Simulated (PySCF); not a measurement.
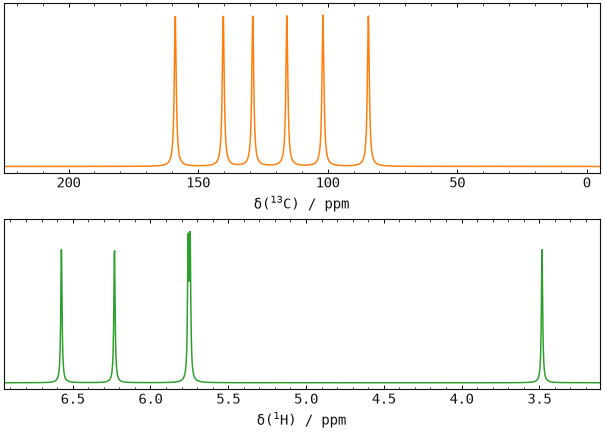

GIAO shifts, PBE0/pcSseg-1, PySCF, at a GFN2-xTB geometry (no frequency check), against TMS for ¹³C and TMS for ¹H computed at the same level. Gas phase, fully decoupled, line heights follow the number of nuclei, widths are arbitrary (no quadrupolar broadening); values of one conformer, averaged over methyl-type rotors and exact or near symmetry; other conformers aren't averaged in.

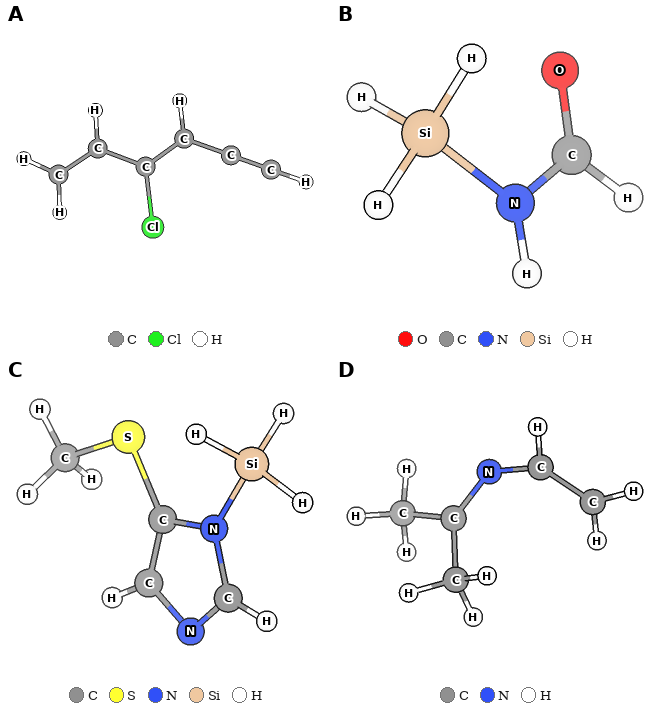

Which molecule was computed? Choose among the lettered structures.

Answer. Structure A, C₆H₅Cl, SMILES C#C/C=C(\Cl)C=C. Its ¹³C signals: 158.8 (1 C), 140.3 (1 C), 128.9 (1 C), 115.7 (1 C), 101.8 (1 C), 84.3 (1 C) ppm. Its ¹H signals: 6.57 (1 H), 6.23 (1 H), 5.76 (1 H), 5.75 (1 H), 3.48 (1 H) ppm.

Known limits of this run: the tight-binding geometry is rougher than a DFT one and adds to the error.
